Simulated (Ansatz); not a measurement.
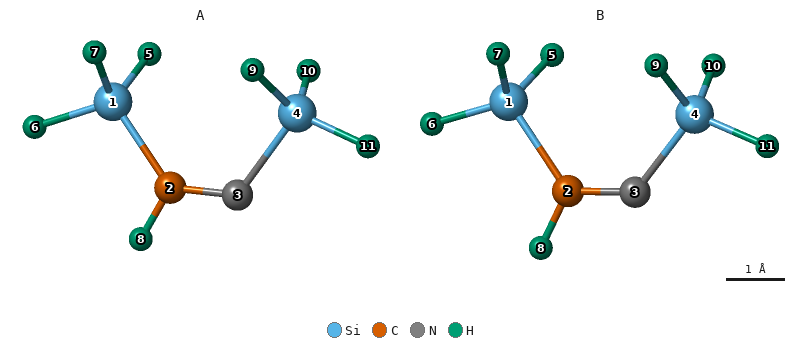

Two geometries of CH₇NSi₂ (coarse preliminary run), drawn at one scale. One is the start of a relaxation, the other its converged end. Style: ball-and-stick. Shown at a tilt.

Method: Ansatz, RKS PBE-D4/def2-SVP. Set-up: force threshold 0.03 eV/Å; at most 200 steps.

Which of the two is the end point?

Answer. Structure B is the relaxed one. The start comes from a force field. H8 moves most after the best rigid fit: 0.16 Å. By element the largest moves are H 0.16 Å, Si 0.09 Å, C 0.07 Å, N 0.07 Å. Some distances before and after: Si1–C2 1.855 → 1.930 Å, Si4–H10 1.441 → 1.509 Å, C2–H8 1.059 → 1.123 Å, N3–Si4 1.836 → 1.773 Å. Among the angles between lasting bonds that change: C2–N3–Si4 122.9° → 129.1°, N3–Si4–H10 105.0° → 110.7°, C2–Si1–H7 114.4° → 109.0°. Over 6 geometry steps the energy falls by 7.11 kcal/mol. Largest force component: 2.2 eV/Å at the start, 0.012 eV/Å at the end.
